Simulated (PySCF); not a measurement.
## Electronic structure of C₂H₉N₂Si (SMILES C[N][SiH2]NC) (doublet) in real space

```xyz
14

C     2.7219    0.2041    0.5858
N     1.3967   -0.2290    0.5805
Si    0.0661    0.4783   -0.1834
N    -1.1520   -0.6631    0.2561
C    -2.5262   -0.5089   -0.1002
H     2.8286    1.2943    0.6559
H     3.2184   -0.0991   -0.3463
H     3.2616   -0.2680    1.4133
H     0.0884    0.5227   -1.6556
H    -0.2069    1.8607    0.2684
H    -1.0123   -1.1992    1.0976
H    -3.0322   -1.4769   -0.1246
H    -2.5831   -0.0570   -1.0887
H    -3.0697    0.1405    0.5991
```

Geometry: GFN2-xTB.

Theory: UKS B3LYP, pcH-1 on C H N Si, non-relativistic, mean-field spin-orbit, GIAO in PySCF.

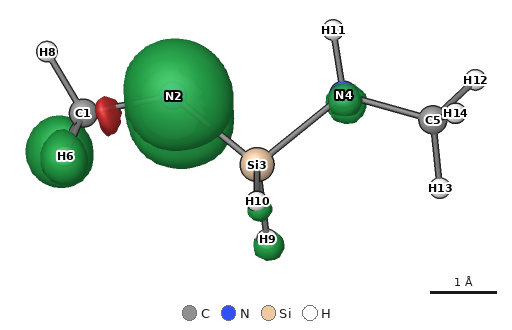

Figure 1. Isosurfaces of the spin density at +0.03 (green) and −0.03 e/Å³ (red), seen at a tilt.

### Describe the spin distribution.

The unpaired spin (1 electron) lies mostly on N2 (about 0.7) and Si3 (about 0.1), in electrons by Hirshfeld's partition.

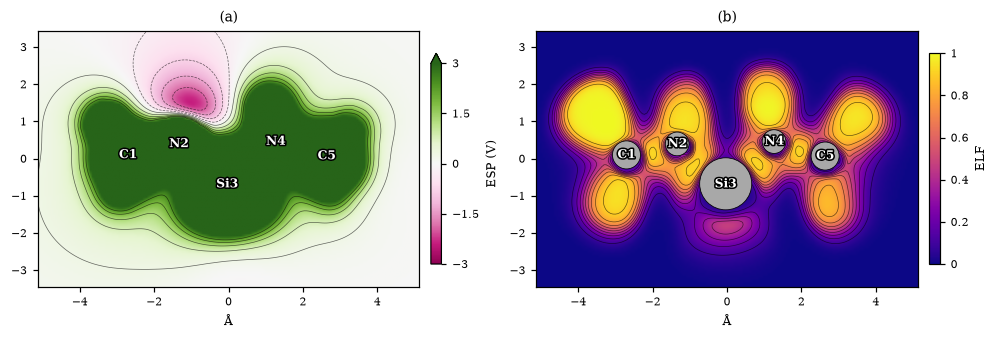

Figure 2. (a) electrostatic potential; (b) electron localisation function on the plane of atoms C1, N2 and Si3. Grey discs cover the atomic cores in the ELF map.

### Describe what can be read from this map.

The section cuts through C, N and Si sites. C–N (1.39 Å): the ELF peaks at about 0.90 between the atoms: localised, covalent bonding. Si–N (1.69 Å): the ELF peaks at about 0.90 between the atoms; a polar covalent bond. The ELF also peaks beside N2, away from the bonds: non-bonding electrons, paired or unpaired. Outside the dense part of the molecule the potential is most negative (−2.4 V) near N2.

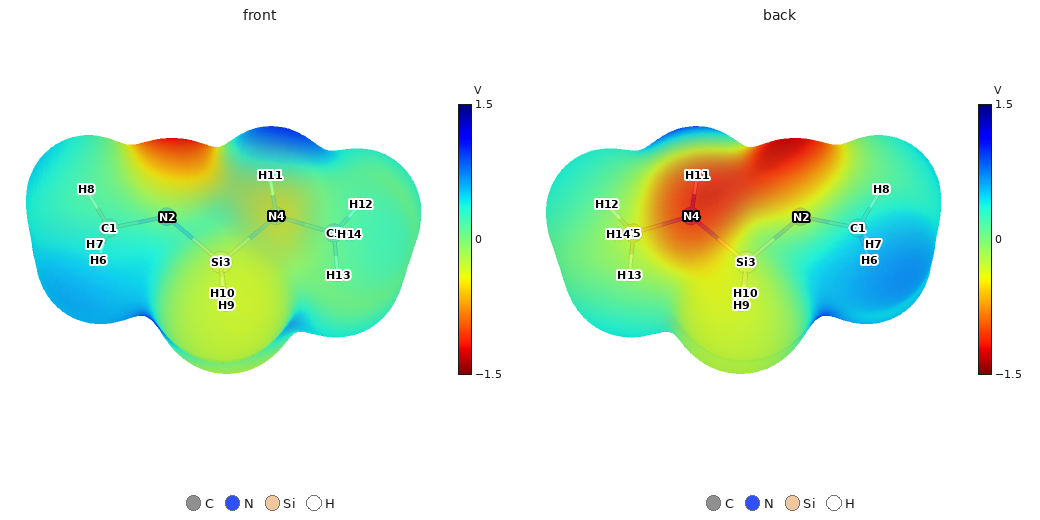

Figure 3. The electrostatic potential painted on the density surface at 0.001 e/bohr³, seen from the front and from behind; the colour scale runs from red (negative) to blue (positive).

### Which sites attract a positive test charge, and which a negative one?

A positive charge is drawn to the negative regions and a negative charge to the positive ones. The most negative region (about −1.3 V) lies over N2, the most positive (about +0.9 V) over Si3 and H11. N2 is the likeliest acceptor of a hydrogen bond.
